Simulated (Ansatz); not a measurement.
# AlH2SF (SMILES [F][AlH][SH]): the energy, rung by rung

AlH2SF: 5 atoms, total charge 0, spin state singlet. SMILES: `[F][AlH][SH]`. Geometry: relaxed at PBE0-D4/def2-TZVP. This is one conformer, not always the lowest.

| atom | x (Å) | y (Å) | z (Å) |
| --- | --- | --- | --- |
| F | -1.2035 | -1.5358 | 0.8775 |
| Al | -0.5139 | -0.3091 | 0.0248 |
| S | 1.5361 | 0.1826 | 0.5335 |
| H | -1.3411 | 0.4304 | -1.0852 |
| H | 1.5723 | 1.1582 | -0.3921 |

Each level gives the energy change with the S3–H5 bond stretched from 1.345 to 2.018 Å (eV). The values are calculated.

```
                     level                   kind  program  value (eV)  less FCI/STO-3G  CPU time (all runs)
 SVWN5/STO-3G (restricted)                    LDA   Ansatz        2.74            +0.27               0.62 s
  BLYP/STO-3G (restricted)                    GGA   Ansatz        2.46            -0.01               0.97 s
   PBE/STO-3G (restricted)                    GGA   Ansatz        2.60            +0.13               0.96 s
revPBE/STO-3G (restricted)                    GGA   Ansatz        2.55            +0.08               0.96 s
r2SCAN/STO-3G (restricted)               meta-GGA   Ansatz        2.83            +0.36                2.1 s
  PBE0/STO-3G (restricted)          global hybrid   Ansatz        3.00            +0.53               0.98 s
   MP2/STO-3G (restricted)    perturbation theory   Ansatz        3.08            +0.61               0.17 s
 CCSDT/STO-3G (restricted)  coupled cluster or CI   Ansatz        2.48            +0.01               0.43 s
                FCI/STO-3G     exact in the basis   Ansatz        2.47             0.00                 18 s
```

FCI/STO-3G is exact within its basis and frozen core, so for wave-function methods in that basis the difference is their error; functionals converge differently with the basis, so for them it is only a difference. The first shape isn't each level's own minimum. The values span 2.46 to 3.08 eV. All rows use very small basis sets, so even the best lies far from the true value. Times are those of the runs behind each value, whatever else they computed, on shared processors of several kinds: orders of magnitude only.

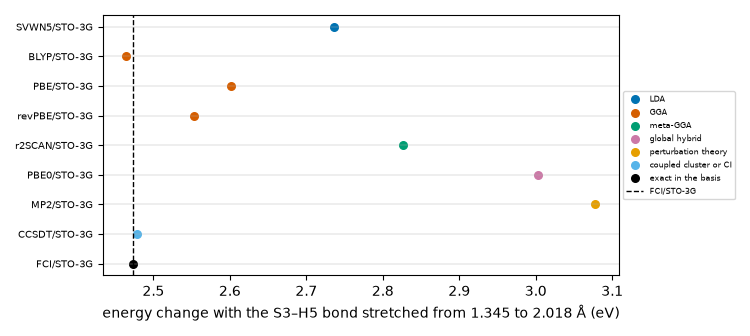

The values of the table, level by level.
